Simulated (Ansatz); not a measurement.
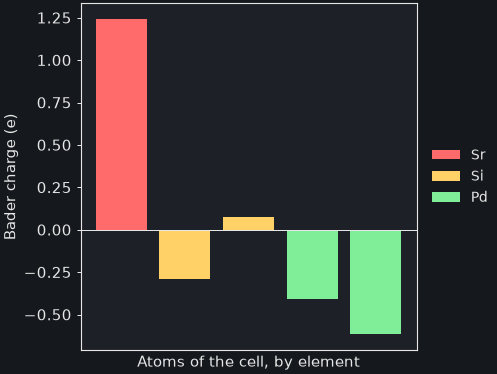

Bader charges of the atoms (positive: electrons lost).

System: SrSi₂Pd₂ (amorphous cell), 5 atoms in the cell.

```yaml
crystal:
  lattice:
    - [4.99768, 0.35359, 0.44056]
    - [0.35001, 5.93633, -1.01960]
    - [0.28358, -0.35478, 3.42287]
  atoms:
    - { symbol: Si, position: [0.66949, 0.96629, 0.61247] }
    - { symbol: Si, position: [0.07245, 0.51963, 0.79080] }
    - { symbol: Sr, position: [0.11989, 0.11236, 0.05603] }
    - { symbol: Pd, position: [0.62413, 0.41351, 0.62436] }
    - { symbol: Pd, position: [0.33708, 0.70208, 0.31774] }
```

Ansatz; DFT with m-r2SCAN, PAW plane waves, no spin polarisation, 4×3×6 k mesh, 500 eV cutoff.

Q: What are the charges by element?

A: The Bader charges are Sr +1.24 e, Si from −0.29 to +0.08 e and Pd from −0.62 to −0.41 e. Summed over the cell, Sr gives up most (1.2 e) and Pd takes most (1.0 e).

Q: Are all Si atoms alike?

A: The charges of the Si atoms differ by up to 0.37 e, so they sit on unlike sites.

The atoms aren't at rest in this cell (largest force 2.3 eV/Å), so the relaxed material can differ.
